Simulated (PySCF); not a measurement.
## Saddle-point search, with input and output: C$_{2}$H$_{3}$In (part 2 of 4)

Continued. System: C$_{2}$H$_{3}$In. Method: HCTH407/def2-SVP, RKS, dispersion D3(0), core potentials def2-svp (PySCF 2.14.0). 

Geometry of the input (Å):
```
C  -0.1866  -1.9280  0.0151
C  -0.0704  -0.7234  0.0059
In 0.1319  1.3639  -0.0106
H  0.9430  -1.4316  -0.3251
H  0.6735  2.0815  -1.4688
H  -0.2594  2.1955  1.4350
```

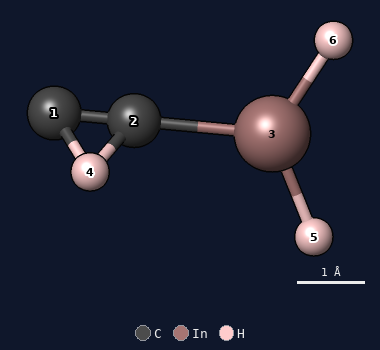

Figure 1. The structure as given in the input (ball-and-stick view, seen at a tilt; atoms are numbered from 1 in the order of the input). Sticks mark near contacts.

**What the program printed, continued**
```
--------------- DFRKS_Scanner gradients ---------------
         x                y                z
0 C     0.0007905885     0.0045950725    -0.0016570742
1 C    -0.0074940985     0.0039458478     0.0015808666
2 In     0.0018203602    -0.0076199296    -0.0027130621
3 H     0.0054411863    -0.0010605448     0.0011902215
4 H    -0.0017887521     0.0004479237     0.0022367247
5 H     0.0012266715    -0.0002932671    -0.0006609818
----------------------------------------------
cycle 10: E = -268.471932709  dE = -3.47962e-06  norm(grad) = 0.0144925
Step    9 : Displace = 1.445e-03/2.543e-03 (rms/max) Trust = 1.468e-03 (x) Grad = 5.917e-03/8.616e-03 (rms/max) E (change) = -268.4719327092 (+4.692e-06) Quality = 0.671
Hessian Eigenvalues:  -3.783e-01 -9.564e-02 -3.525e-02 -1.700e-02 -8.469e-04 -2.319e-04 -2.058e-04
 3.807e-04  5.788e-03  1.081e-02  2.249e-02  3.980e-02    .....    1.294e-01  1.712e-01  6.713e-01

Geometry optimization cycle 11
Cartesian coordinates (Angstrom)
 Atom        New coordinates             dX        dY        dZ
   C  -0.186997  -1.999484   0.028239   -0.000086 -0.000933 -0.000747
   C  -0.045110  -0.729701  -0.018642    0.000026 -0.000415 -0.000473
  In   0.146930   1.412378  -0.073672   -0.001782  0.000967  0.000740
   H   0.923888  -1.486357  -0.334012   -0.000502 -0.000244 -0.000764
   H   0.690071   2.146986  -1.532973   -0.000941 -0.001759 -0.000793
   H  -0.260773   2.220014   1.399438   -0.001633  0.001748  0.000560
converged SCF energy = -268.471979815305
--------------- DFRKS_Scanner gradients ---------------
         x                y                z
0 C     0.0007795687     0.0038749018    -0.0016430493
1 C    -0.0072917446     0.0044212372     0.0014634523
2 In     0.0017469459    -0.0073911341    -0.0026309303
3 H     0.0052768922    -0.0010771643     0.0012397493
4 H    -0.0017429073     0.0004349229     0.0021505264
5 H     0.0012274154    -0.0002450351    -0.0006028063
----------------------------------------------
cycle 11: E = -268.471979815  dE = -4.71061e-05  norm(grad) = 0.0140751
Step   10 : Displace = 1.436e-03/2.117e-03 (rms/max) Trust = 1.468e-03 (=) Grad = 5.746e-03/8.652e-03 (rms/max) E (change) = -268.4719798153 (-4.711e-05) Quality = 0.956
Hessian Eigenvalues:  -3.136e-01 -3.942e-02 -1.782e-02 -9.704e-04 -5.330e-04 -2.098e-04 -4.597e-05
 1.027e-03  7.240e-03  1.801e-02  3.557e-02  4.029e-02    .....    1.317e-01  1.741e-01  6.914e-01

Geometry optimization cycle 12
Cartesian coordinates (Angstrom)
 Atom        New coordinates             dX        dY        dZ
   C  -0.187742  -2.000829   0.027216   -0.000745 -0.001345 -0.001023
   C  -0.046935  -0.730424  -0.019699   -0.001826 -0.000723 -0.001057
  In   0.140182   1.413815  -0.073678   -0.006748  0.001437 -0.000005
   H   0.922135  -1.485974  -0.335230   -0.001753  0.000383 -0.001218
   H   0.685532   2.144947  -1.534603   -0.004540 -0.002039 -0.001630
   H  -0.266372   2.222353   1.399522   -0.005598  0.002339  0.000084
converged SCF energy = -268.47204043333
--------------- DFRKS_Scanner gradients ---------------
         x                y                z
0 C     0.0007733041     0.0031793183    -0.0016312116
1 C    -0.0070170994     0.0047483510     0.0013229656
2 In     0.0015569480    -0.0070576319    -0.0025343925
3 H     0.0050642074    -0.0010881803     0.0013020014
4 H    -0.0016444289     0.0004211579     0.0020361892
5 H     0.0012632988    -0.0001818283    -0.0005186102
----------------------------------------------
cycle 12: E = -268.472040433  dE = -6.0618e-05  norm(grad) = 0.0135282
Step   11 : Displace = 2.028e-03/2.832e-03 (rms/max) Trust = 2.076e-03 (+) Grad = 5.523e-03/8.575e-03 (rms/max) E (change) = -268.4720404333 (-6.062e-05) Quality = 0.926
Hessian Eigenvalues:  -1.154e-01 -3.919e-02 -1.714e-02 -9.272e-04 -4.726e-04 -2.073e-04 -4.196e-05
 9.963e-04  7.157e-03  1.432e-02  3.648e-02  3.958e-02    .....    1.296e-01  1.727e-01  6.891e-01

Geometry optimization cycle 13
Cartesian coordinates (Angstrom)
 Atom        New coordinates             dX        dY        dZ
   C  -0.188906  -2.004254   0.024726   -0.001164 -0.003425 -0.002490
   C  -0.054664  -0.732790  -0.021760   -0.007729 -0.002366 -0.002062
  In   0.123418   1.413397  -0.075651   -0.016765 -0.000418 -0.001974
   H   0.918265  -1.484834  -0.336132   -0.003870  0.001140 -0.000902
   H   0.673075   2.141894  -1.537036   -0.012457 -0.003053 -0.002434
   H  -0.279109   2.224441   1.397742   -0.012737  0.002088 -0.001779
converged SCF energy = -268.472054771689
--------------- DFRKS_Scanner gradients ---------------
         x                y                z
0 C     0.0007660523     0.0026485952    -0.0016290518
1 C    -0.0067827191     0.0050051722     0.0012205177
2 In     0.0012237868    -0.0068800695    -0.0025117223
3 H     0.0049176560    -0.0010867333     0.0013499400
4 H    -0.0014915402     0.0004216359     0.0019573490
5 H     0.0013624705    -0.0000865795    -0.0004113239
----------------------------------------------
cycle 13: E = -268.472054772  dE = -1.43384e-05  norm(grad) = 0.013168
Step   12 : Displace = 3.160e-03/4.607e-03 (rms/max) Trust = 2.935e-03 (+) Grad = 5.376e-03/8.517e-03 (rms/max) E (change) = -268.4720547717 (-1.434e-05) Quality = 0.613
Hessian Eigenvalues:  -3.980e-02 -2.930e-02 -1.669e-02 -8.556e-04 -2.594e-04 -1.975e-04  2.841e-05
 1.021e-03  6.033e-03  9.409e-03  3.237e-02  4.017e-02    .....    1.294e-01  1.724e-01  6.896e-01

Geometry optimization cycle 14
Cartesian coordinates (Angstrom)
 Atom        New coordinates             dX        dY        dZ
   C  -0.188851  -1.999595   0.023167    0.000055  0.004659 -0.001559
   C  -0.053658  -0.727858  -0.023533    0.001006  0.004932 -0.001773
  In   0.122571   1.421589  -0.075993   -0.000846  0.008192 -0.000341
   H   0.917936  -1.481928  -0.337601   -0.000328  0.002907 -0.001469
   H   0.673335   2.142994  -1.541048    0.000260  0.001100 -0.004011
   H  -0.280326   2.232773   1.397441   -0.001217  0.008332 -0.000301
converged SCF energy = -268.472132223252
--------------- DFRKS_Scanner gradients ---------------
         x                y                z
0 C     0.0008221494     0.0020825759    -0.0016311756
1 C    -0.0065089586     0.0049860614     0.0010360841
2 In     0.0011449339    -0.0062291259    -0.0023723254
3 H     0.0046255950    -0.0011296191     0.0014380896
4 H    -0.0014298870     0.0003583049     0.0018124055
5 H     0.0013427131    -0.0000379365    -0.0003074142
----------------------------------------------
cycle 14: E = -268.472132223  dE = -7.74516e-05  norm(grad) = 0.0124021
Step   13 : Displace = 2.800e-03/3.728e-03 (rms/max) Trust = 2.935e-03 (=) Grad = 5.063e-03/8.264e-03 (rms/max) E (change) = -268.4721322233 (-7.745e-05) Quality = 0.935
Hessian Eigenvalues:  -4.224e-02 -1.761e-02 -9.532e-04 -5.250e-04 -2.084e-04 -5.815e-05  2.909e-04
 1.025e-03  7.160e-03  2.111e-02  3.729e-02  4.375e-02    .....    1.322e-01  1.731e-01  6.901e-01

Geometry optimization cycle 15
Cartesian coordinates (Angstrom)
 Atom        New coordinates             dX        dY        dZ
   C  -0.189096  -1.986353   0.020491   -0.000245  0.013242 -0.002676
   C  -0.053637  -0.714670  -0.027835    0.000021  0.013187 -0.004302
  In   0.118969   1.439898  -0.080228   -0.003603  0.018310 -0.004235
   H   0.916976  -1.473046  -0.339678   -0.000961  0.008882 -0.002077
   H   0.672262   2.150264  -1.550477   -0.001073  0.007270 -0.009429
   H  -0.283337   2.250566   1.393847   -0.003011  0.017793 -0.003594
converged SCF energy = -268.472218530185
--------------- DFRKS_Scanner gradients ---------------
         x                y                z
0 C     0.0009545326     0.0019092490    -0.0016600186
1 C    -0.0061752857     0.0042707996     0.0008188444
2 In     0.0009662417    -0.0051968573    -0.0021968150
3 H     0.0042248388    -0.0011984274     0.0015619869
4 H    -0.0013135515     0.0002631609     0.0016106148
5 H     0.0013408851    -0.0000045499    -0.0001598623
----------------------------------------------
cycle 15: E = -268.47221853  dE = -8.63069e-05  norm(grad) = 0.0111831
Step   14 : Displace = 4.058e-03/5.824e-03 (rms/max) Trust = 4.151e-03 (+) Grad = 4.565e-03/7.553e-03 (rms/max) E (change) = -268.4722185302 (-8.631e-05) Quality = 0.985
Hessian Eigenvalues:  -1.987e-02 -1.558e-02 -8.987e-04 -4.611e-04 -2.063e-04 -2.529e-05  2.591e-04
 1.025e-03  7.080e-03  1.936e-02  3.659e-02  4.414e-02    .....    1.317e-01  1.729e-01  6.908e-01

Geometry optimization cycle 16
Cartesian coordinates (Angstrom)
 Atom        New coordinates             dX        dY        dZ
   C  -0.185875  -1.982442   0.017453    0.003221  0.003912 -0.003038
   C  -0.052875  -0.710279  -0.030184    0.000762  0.004392 -0.002348
  In   0.118096   1.448565  -0.079964   -0.000873  0.008667  0.000264
   H   0.916792  -1.479441  -0.342473   -0.000184 -0.006395 -0.002796
   H   0.673787   2.149264  -1.555366    0.001525 -0.001000 -0.004890
   H  -0.284051   2.260897   1.393632   -0.000714  0.010331 -0.000215
converged SCF energy = -268.472261920481
--------------- DFRKS_Scanner gradients ---------------
         x                y                z
0 C     0.0012104004     0.0012132386    -0.0017517793
1 C    -0.0057339789     0.0043310578     0.0005487888
2 In     0.0008110445    -0.0044404302    -0.0018895200
3 H     0.0036015361    -0.0013649801     0.0017737952
4 H    -0.0012046062     0.0002269394     0.0013101648
5 H     0.0013147573     0.0000875348    -0.0000151673
----------------------------------------------
cycle 16: E = -268.47226192  dE = -4.33903e-05  norm(grad) = 0.0102384
Step   15 : Displace = 5.947e-03/9.542e-03 (rms/max) Trust = 5.871e-03 (+) Grad = 4.180e-03/7.207e-03 (rms/max) E (change) = -268.4722619205 (-4.339e-05) Quality = 0.910
Hessian Eigenvalues:  -2.238e-02 -1.923e-03 -8.886e-04 -5.562e-04 -2.090e-04 -8.224e-05  1.865e-04
 1.027e-03  6.954e-03  2.171e-02  3.660e-02  4.384e-02    .....    1.316e-01  1.735e-01  6.953e-01

Geometry optimization cycle 17
Cartesian coordinates (Angstrom)
 Atom        New coordinates             dX        dY        dZ
   C  -0.185756  -1.948716   0.014987    0.000118  0.033725 -0.002466
   C  -0.052309  -0.677955  -0.041326    0.000565  0.032324 -0.011143
  In   0.112786   1.488926  -0.095703   -0.005310  0.040361 -0.015739
   H   0.914818  -1.466387  -0.347816   -0.001974  0.013054 -0.005342
   H   0.672793   2.174031  -1.578032   -0.000994  0.024767 -0.022666
   H  -0.289135   2.297586   1.379632   -0.005083  0.036689 -0.014000
converged SCF energy = -268.472316263128
--------------- DFRKS_Scanner gradients ---------------
         x                y                z
0 C     0.0015472364     0.0019602480    -0.0018776930
1 C    -0.0052209388     0.0022918793     0.0002963813
2 In     0.0004515586    -0.0027892224    -0.0015531790
3 H     0.0028794589    -0.0015325854     0.0020201002
4 H    -0.0010045310     0.0001286571     0.0009698944
5 H     0.0013474651     0.0000124039     0.0001205271
----------------------------------------------
cycle 17: E = -268.472316263  dE = -5.43426e-05  norm(grad) = 0.00844243
Step   16 : Displace = 8.796e-03/1.623e-02 (rms/max) Trust = 8.303e-03 (+) Grad = 3.447e-03/5.710e-03 (rms/max) E (change) = -268.4723162631 (-5.434e-05) Quality = 0.859
Hessian Eigenvalues:  -1.056e-02 -9.723e-04 -7.555e-04 -2.361e-04 -1.767e-04  1.024e-04  4.444e-04
 1.105e-03  6.774e-03  2.015e-02  3.597e-02  4.410e-02    .....    1.315e-01  1.736e-01  6.967e-01

Geometry optimization cycle 18
Cartesian coordinates (Angstrom)
 Atom        New coordinates             dX        dY        dZ
   C  -0.181239  -1.930498   0.009942    0.004518  0.018218 -0.005045
   C  -0.052495  -0.660084  -0.052404   -0.000186  0.017871 -0.011078
  In   0.110868   1.511858  -0.105753   -0.001918  0.022932 -0.010050
   H   0.915664  -1.478193  -0.348904    0.000846 -0.011806 -0.001088
   H   0.673386   2.187623  -1.593022    0.000593  0.013592 -0.014990
   H  -0.288706   2.317932   1.371663    0.000429  0.020346 -0.007969
converged SCF energy = -268.472216677595
--------------- DFRKS_Scanner gradients ---------------
         x                y                z
0 C     0.0020774972     0.0014130700    -0.0020664427
1 C    -0.0043783037     0.0020703994    -0.0001115170
2 In     0.0001889913    -0.0018763417    -0.0011583653
3 H     0.0016240534    -0.0016259880     0.0024722194
4 H    -0.0008556147     0.0000977745     0.0006077576
5 H     0.0013439015    -0.0000001924     0.0002348257
----------------------------------------------
cycle 18: E = -268.472216678  dE = 9.95855e-05  norm(grad) = 0.00730172
Step   17 : Displace = 1.190e-02/2.473e-02 (rms/max) Trust = 1.174e-02 (+) Grad = 2.981e-03/4.844e-03 (rms/max) E (change) = -268.4722166776 (+9.959e-05) Quality = 0.971
Hessian Eigenvalues:  -6.481e-03 -1.174e-03 -7.897e-04 -2.408e-04 -1.755e-04  5.092e-05  3.674e-04
 1.085e-03  6.616e-03  1.838e-02  3.519e-02  4.409e-02    .....    1.314e-01  1.735e-01  6.967e-01

Geometry optimization cycle 19
Cartesian coordinates (Angstrom)
 Atom        New coordinates             dX        dY        dZ
   C  -0.178561  -1.904543   0.007018    0.002677  0.025955 -0.002923
   C  -0.052390  -0.635544  -0.065299    0.000104  0.024540 -0.012895
  In   0.106720   1.540587  -0.117926   -0.004148  0.028729 -0.012173
   H   0.917904  -1.496658  -0.349820    0.002240 -0.018465 -0.000916
   H   0.667587   2.211393  -1.609160   -0.005799  0.023770 -0.016139
   H  -0.290768   2.342573   1.362099   -0.002062  0.024641 -0.009564
converged SCF energy = -268.472068969932
--------------- DFRKS_Scanner gradients ---------------
         x                y                z
0 C     0.0018707737     0.0008540051    -0.0020294187
1 C    -0.0033727150     0.0015556189    -0.0005291930
2 In    -0.0000066482    -0.0010966843    -0.0007942872
3 H     0.0009511982    -0.0012559750     0.0027197298
4 H    -0.0007722303     0.0000700898     0.0003387787
5 H     0.0013308785    -0.0000456740     0.0002773247
----------------------------------------------
cycle 19: E = -268.47206897  dE = 0.000147708  norm(grad) = 0.00605821
Step   18 : Displace = 1.700e-02/3.662e-02 (rms/max) Trust = 1.661e-02 (+) Grad = 2.473e-03/3.752e-03 (rms/max) E (change) = -268.4720689699 (+1.477e-04) Quality = 0.884
Hessian Eigenvalues:  -9.567e-03 -2.255e-03 -8.135e-04 -2.183e-04 -1.644e-04  1.019e-04  9.799e-04
 1.282e-03  6.658e-03  1.667e-02  3.488e-02  4.412e-02    .....    1.309e-01  1.733e-01  6.965e-01

Geometry optimization cycle 20
Cartesian coordinates (Angstrom)
 Atom        New coordinates             dX        dY        dZ
   C  -0.170712  -1.889226   0.014733    0.007849  0.015317  0.007715
   C  -0.046269  -0.621420  -0.067254    0.006121  0.014124 -0.001955
  In   0.105746   1.558592  -0.118204   -0.000974  0.018005 -0.000278
   H   0.914498  -1.538375  -0.368995   -0.003407 -0.041716 -0.019175
   H   0.667546   2.222859  -1.613646   -0.000041  0.011465 -0.004485
   H  -0.302150   2.361113   1.358762   -0.011382  0.018540 -0.003337
converged SCF energy = -268.47217182731
--------------- DFRKS_Scanner gradients ---------------
         x                y                z
0 C     0.0015292925    -0.0010384404    -0.0020305452
1 C    -0.0012714585     0.0012373986    -0.0013212325
2 In    -0.0000228490    -0.0002563120    -0.0002745924
3 H    -0.0007041611     0.0000480983     0.0033192551
4 H    -0.0007626329     0.0000744698    -0.0000526918
5 H     0.0012368827     0.0000193026     0.0003479011
----------------------------------------------
cycle 20: E = -268.472171827  dE = -0.000102857  norm(grad) = 0.00513148
Step   19 : Displace = 2.370e-02/5.039e-02 (rms/max) Trust = 2.348e-02 (+) Grad = 2.095e-03/3.393e-03 (rms/max) E (change) = -268.4721718273 (-1.029e-04) Quality = 0.505
Hessian Eigenvalues:  -2.137e-02 -8.322e-04 -2.220e-04 -1.804e-04 -6.888e-05  1.144e-04  9.794e-04
 1.318e-03  6.841e-03  1.743e-02  3.490e-02  4.413e-02    .....    1.308e-01  1.733e-01  6.949e-01

Geometry optimization cycle 21
Cartesian coordinates (Angstrom)
 Atom        New coordinates             dX        dY        dZ
   C  -0.170946  -1.879015   0.037572   -0.000234  0.010211  0.022839
   C  -0.029353  -0.615208  -0.063032    0.016916  0.006212  0.004222
  In   0.110860   1.566859  -0.115001    0.005114  0.008267  0.003203
   H   0.906035  -1.565061  -0.401802   -0.008462 -0.026687 -0.032807
   H   0.673191   2.228574  -1.612662    0.005645  0.005715  0.000983
   H  -0.321429   2.367256   1.355947   -0.019279  0.006143 -0.002816
converged SCF energy = -268.47255969584
--------------- DFRKS_Scanner gradients ---------------
         x                y                z
0 C    -0.0009131266    -0.0006388069    -0.0011823019
1 C    -0.0008644741    -0.0003552935    -0.0016482966
2 In    -0.0000451318     0.0003579762     0.0002850678
3 H     0.0015025088     0.0005750364     0.0025420276
4 H    -0.0007917536     0.0000693109    -0.0003946473
5 H     0.0011145678     0.0000730087     0.0003851426
----------------------------------------------
cycle 21: E = -268.472559696  dE = -0.000387869  norm(grad) = 0.00420417
Step   20 : Displace = 2.379e-02/4.382e-02 (rms/max) Trust = 2.348e-02 (=) Grad = 1.716e-03/3.008e-03 (rms/max) E (change) = -268.4725596958 (-3.879e-04) Quality = 0.982
Hessian Eigenvalues:  -2.367e-02 -1.284e-03 -7.833e-04 -2.211e-04 -1.722e-04  1.096e-04  1.014e-03
 2.203e-03  7.392e-03  1.926e-02  3.517e-02  4.413e-02    .....    1.313e-01  1.733e-01  6.949e-01

Geometry optimization cycle 22
Cartesian coordinates (Angstrom)
 Atom        New coordinates             dX        dY        dZ
   C  -0.166268  -1.896393   0.073805    0.004678 -0.017378  0.036234
   C  -0.006069  -0.634312  -0.043261    0.023284 -0.019105  0.019771
  In   0.122173   1.548683  -0.101239    0.011313 -0.018176  0.013762
   H   0.879959  -1.563740  -0.445776   -0.026077  0.001322 -0.043974
   H   0.689069   2.207997  -1.599289    0.015878 -0.020577  0.013373
   H  -0.346849   2.348023   1.358910   -0.025420 -0.019233  0.002963
converged SCF energy = -268.473133592791
```
